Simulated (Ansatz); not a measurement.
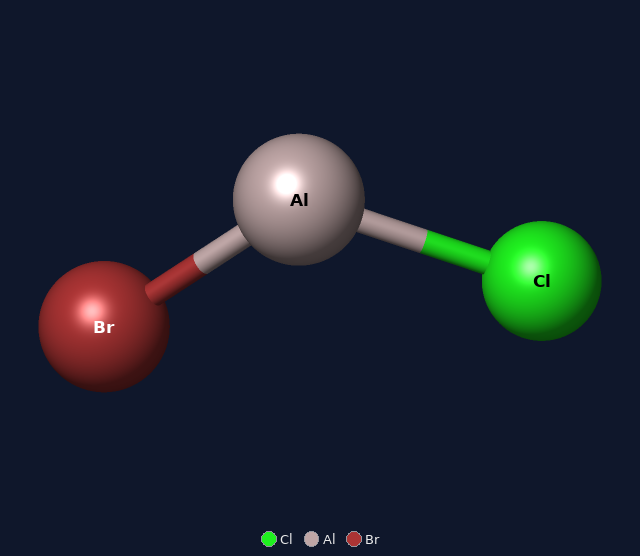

Figure made from data computed with Ansatz.

Starting geometry of the run.

Input file:

```yaml
crystal:
  periodic: [false, false, false]
  atoms:
    - {symbol: Cl, position_ang: [0.439923, 1.761088, 0.423897]}
    - {symbol: Al, position_ang: [-0.648060, 0.131347, -0.337653]}
    - {symbol: Br, position_ang: [0.129737, -1.790683, -0.118439]}
basis:
  gaussian: {orbitals: def2-TZVPP}
magnetization: {spin_polarized: true, initial_magnetization: 1}
correlation: {method: ccsd_t}
scf: {omitted_lower_state_checks: [cluster_reference]}
```

What the program printed:

```
Functional definition: HF
  name "HF"
  cite "Fock, Z. Phys. 61, 126 (1930) doi:10.1007/BF01340294"
  parent pbe
  exchange = exact_x
  correlation = 0
these checks for a lower state are left out or cut short: cluster_reference
834 factors; integrals over basis functions are off by at most 1.2e-3 eV
mean field evaluation 1: about -89087.7170 eV, gradient 1.1e1 eV
mean field evaluation 2: about -89087.8517 eV, gradient 1.1e1 eV
mean field evaluation 4: about -89089.0436 eV, gradient 1.8e0 eV
mean field evaluation 8: about -89089.1280 eV, gradient 2.9e-1 eV
mean field evaluation 16: about -89089.1301 eV, gradient 2.6e-6 eV
mean field -89089.13007718 eV, -3273.9651435551 hartree, gradient 2.8e-6 eV, S^2 0.753216; 0 other end points of the search recorded, 0 dependent functions left out
19 core orbitals not correlated: weight in the atoms' cores, before any rotation towards them, 0.999 or more for the frozen orbitals, at most 0.002 for the correlated occupied ones
reference -89089.13007718 eV, -3273.9651435551 hartree; 14, 13 occupied and 99, 100 virtual orbitals, 834 factors
second order -13.86769718 eV of doubles, -0.00000000 eV of singles
cycle   1  -14.17631036 eV  change   -3.1e-1 eV  update   6.8e-2
cycle   2  -14.47869021 eV  change   -3.0e-1 eV  update   2.1e-2
cycle   3  -14.51555600 eV  change   -3.7e-2 eV  update   1.1e-2
cycle   4  -14.50452236 eV  change    1.1e-2 eV  update   4.2e-3
cycle   5  -14.50579758 eV  change   -1.3e-3 eV  update   1.6e-3
cycle   6  -14.50561455 eV  change    1.8e-4 eV  update   5.5e-4
cycle   7  -14.50567964 eV  change   -6.5e-5 eV  update   1.9e-4
cycle   8  -14.50577225 eV  change   -9.3e-5 eV  update   7.1e-5
cycle   9  -14.50575084 eV  change    2.1e-5 eV  update   2.4e-5
perturbative correction -0.55912252 eV, -0.0205473738 hartree
Total energy: -89104.19495055 eV, -3274.5187674400 hartree
Checks for a lower state left out: cluster_reference
```
